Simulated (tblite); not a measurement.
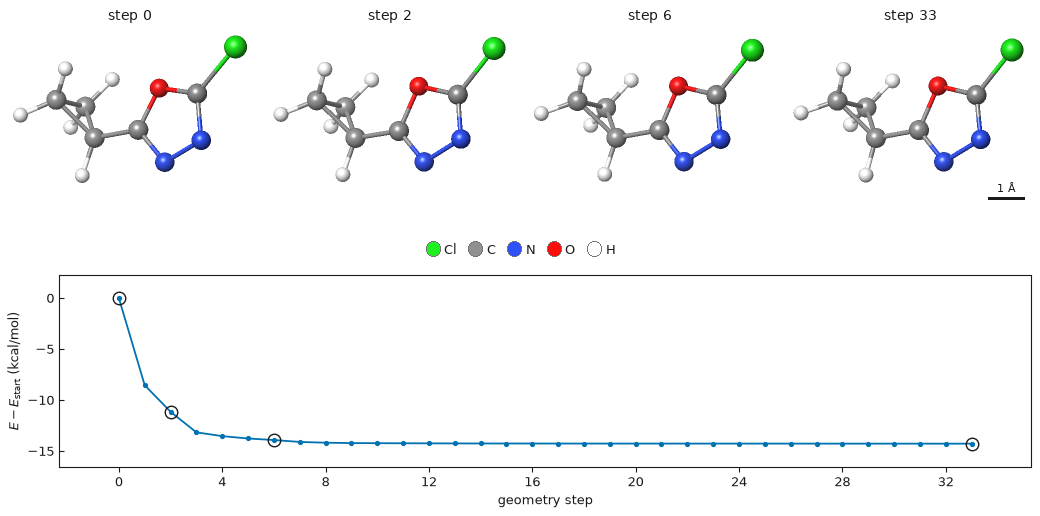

Frames of a relaxation of C5H5ClN2O, marked on the history of the run. A ball-and-stick model, seen at a tilt.

Level of theory: tblite 0.8.0, GFN2-xTB geometry optimisation, gas phase. 

What happens along the run?

Answer. The largest move after the best rigid fit is that of the Cl atom, 0.14 Å. Largest moves by element: Cl 0.14 Å, H 0.12 Å, O 0.07 Å, C 0.07 Å, N 0.06 Å. Near-neighbour distances that change, for instance: C–Cl 1.772 → 1.676 Å, C–N 1.364 → 1.289 Å, C–C 1.495 → 1.452 Å, C–O 1.316 → 1.353 Å. Bond angles that change, for instance: C–O–C 109.5° → 101.7°, Cl–C–O 124.9° → 119.2°, C–C–H 112.0° → 117.1°. The energy falls by 14.3 kcal/mol in 33 geometry steps. From step 0 to 2: the Cl atom moves most (0.06 Å), energy −11.1 kcal/mol. From step 2 to 6: the Cl atom moves most (0.07 Å), energy −2.77 kcal/mol. From step 6 to 33: an H atom moves most (0.05 Å), energy −0.36 kcal/mol.
